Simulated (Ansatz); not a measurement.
## Electronic structure of H₅NO₃Sn···H₂ in real space

Input

```
crystal:
  periodic: [false, false, false]
  atoms:
    - { symbol: Sn, position_ang: [-0.375302, 0.244365, -0.274597] }
    - { symbol: "N", position_ang: [0.720173, -1.474436, -0.63678] }
    - { symbol: O, position_ang: [-2.21632, 0.033472, -0.955749] }
    - { symbol: O, position_ang: [-0.770224, 0.873119, 1.554063] }
    - { symbol: O, position_ang: [0.674673, 1.598981, -1.245532] }
    - { symbol: H, position_ang: [1.580563, -0.607834, 1.345922] }
    - { symbol: H, position_ang: [1.576015, -0.233128, 1.954483] }
    - { symbol: H, position_ang: [1.703952, -1.209823, -0.79565] }
    - { symbol: H, position_ang: [0.681267, -2.114338, 0.168477] }
    - { symbol: H, position_ang: [-2.203166, -0.538897, -1.74925] }
    - { symbol: H, position_ang: [-1.746636, 0.934998, 1.62155] }
    - { symbol: H, position_ang: [0.375005, 2.493321, -0.986837] }
basis:
  gaussian: { orbitals: def2-SVP }
hamiltonian:
  xc: lda
relax:
  f_tol: 0.03
  max_steps: 50
output:
  orbitals: {}
```

Run with:

```sh
ansatz run input.yaml --threads 2 --pin off --max-ram 3072MiB --backend cpu --events-out ev --progress --plain --runs-dir out
```

The fields are those of the relaxed geometry.

Core potentials replace the inner electrons of Sn.

All numbers below come from Ansatz, RKS LDA/def2-SVP.

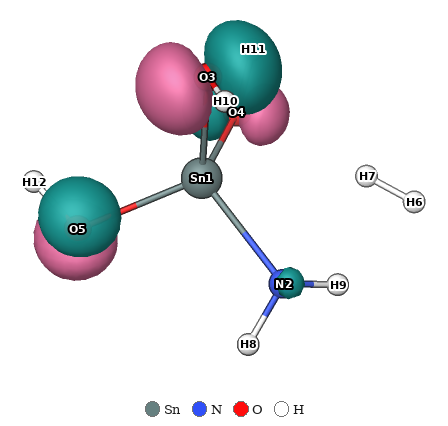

Figure 1. The HOMO−1 at ±0.2 Å⁻³ᐟ² (teal and pink are the two phases), seen at an oblique angle.

> What is the character of this orbital?

Its weight (Hirshfeld) is mainly on O3 (about 45 %), O5 (about 25 %), O4 (about 10 %) and Sn1 (about 5 %); largely a combination of lone pairs on O3, O5 and O4. Its energy is −6.90 eV.

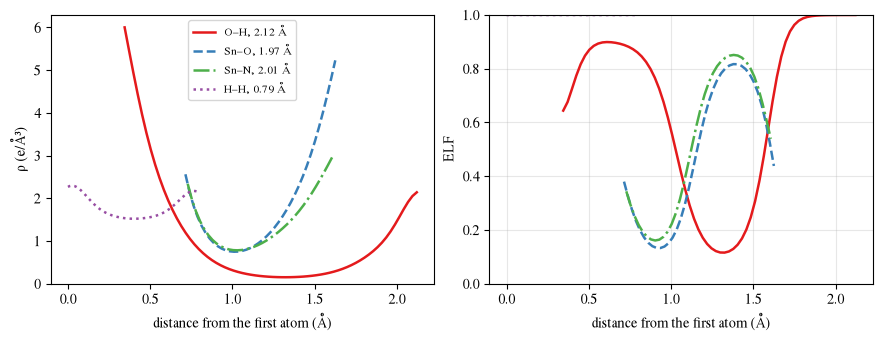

Figure 2. Electron density and electron localisation function along straight lines between neighbouring atoms. The curves leave out the atomic cores.

> What can be read from the curves?

O4···H7 (2.12 Å): the density falls to about 0.15 e/Å³ on the way; the ELF dips to about 0.10 between them.
Sn–O (1.97 Å): the density is about 0.76 e/Å³ at the midpoint; the ELF peaks at about 0.80 in the valence shell of O, 0.6 Å from its nucleus, and drops to about 0.15 between the two atoms.
Sn–N (2.01 Å): ρ at the midpoint is about 0.78 e/Å³; the ELF peaks at about 0.85 in the valence shell of N, 0.6 Å from its nucleus, and drops to about 0.15 between the two atoms.
H6···H7 (0.79 Å): the density falls to about 1.5 e/Å³ on the way; the ELF peaks at about 1 between the atoms.

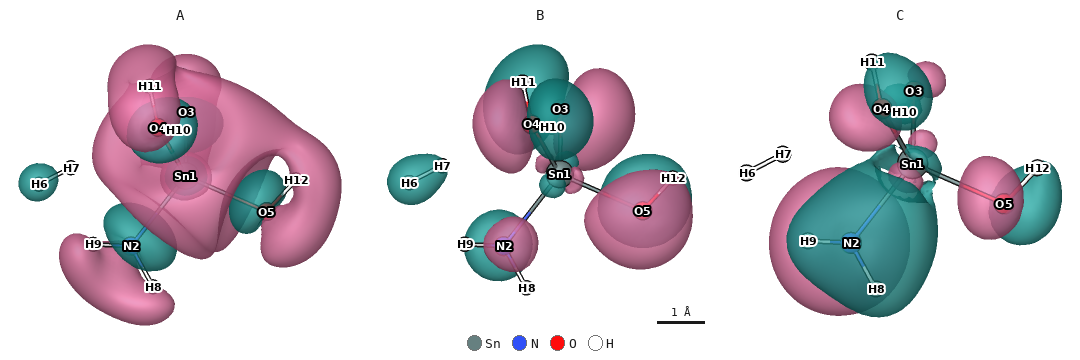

Figure 3. Three frontier orbitals at ±0.06 Å⁻³ᐟ² (teal and pink are the two phases), in no order.

> Order the three orbitals by energy and name them.

B is the HOMO−1 (−6.90 eV). By Hirshfeld shares it lies mainly on O3 (about 45 %), O5 (about 25 %), O4 (about 10 %) and Sn1 (about 5 %); largely a combination of lone pairs on O3, O5 and O4. C is the HOMO (−6.40 eV). It lies mainly on N2 (about 70 %), Sn1 (about 10 %) and O5 (about 5 %); largely a lone pair of N2. A is the LUMO (−2.27 eV). It lies mainly on Sn1 (about 35 %), O5 (about 15 %), O4 (about 15 %), N2 (about 15 %) and O3 (about 10 %).

> What is the HOMO–LUMO gap?

4.13 eV between the orbital energies.
